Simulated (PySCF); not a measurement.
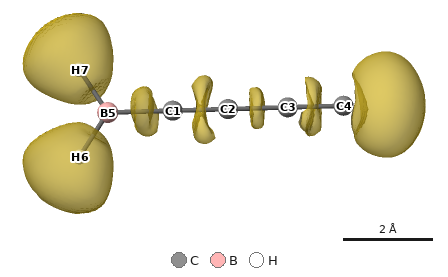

Figure 1: C₄H₂B (SMILES BC#CC#[C-]) (charge −1). Isosurface of the ELF at 0.85 (yellow), seen at a tilt. Core shells and regions of very low density are left out.

Geometry: PBE0-D3(BJ)/def2-SVPD.

All numbers below come from Gaussian-basis quantum chemistry of an isolated molecule with PySCF, energy and nuclear gradient, functional PBE0 (PySCF 2.14.0).

Input file:

```
from pyscf import gto, dft

mol = gto.Mole()
mol.atom = '''
C   -1.592676  -1.701479   0.532627
C   -2.629341  -1.180463   0.066742
C   -3.746601  -0.619155  -0.435374
C   -4.793562  -0.093351  -0.905980
B   -0.373351  -2.313827   1.080222
H    0.063747  -3.363301   0.644269
H    0.246572  -1.795177   1.990832
'''
mol.max_memory = 3720
mol.charge = -1
mol.verbose = 3
mol.basis = 'def2-tzvpd'
mol.build()

calc0 = dft.RKS(mol)
calc0.xc = 'pbe0'
calc0 = calc0.density_fit(auxbasis='def2-universal-jkfit')
calc0.grids.level = 3
calc0.max_cycle = 100
calc0.conv_tol = 1e-09
calc0.kernel()
if not calc0.converged:
    calc0 = calc0.newton().run(calc0.mo_coeff, calc0.mo_occ)

e_final = calc0.e_tot
print(f'total energy: {e_final:.8f} hartree')
grad = calc0.nuc_grad_method().kernel()
dip = calc0.dip_moment()
pop, q = calc0.mulliken_pop()
```

Launched as:

```sh
OMP_NUM_THREADS=2 python run.py
```

**Identify the bonds, lone pairs and shells in this picture.**

At this value the surface marks out one region between bonded B–C atoms (shared pairs), three regions between bonded C–C atoms (shared pairs), two regions around hydrogen nuclei and one lobe on C, pointing away from the bonds (lone pairs). Along the contacts the grid gives the following. C–C (1.25 Å): the ELF peaks at about 0.85 between the atoms: a short, multiple covalent bond. C–B (1.47 Å): the ELF peaks at about 0.95 between the atoms, as expected for a covalent bond.
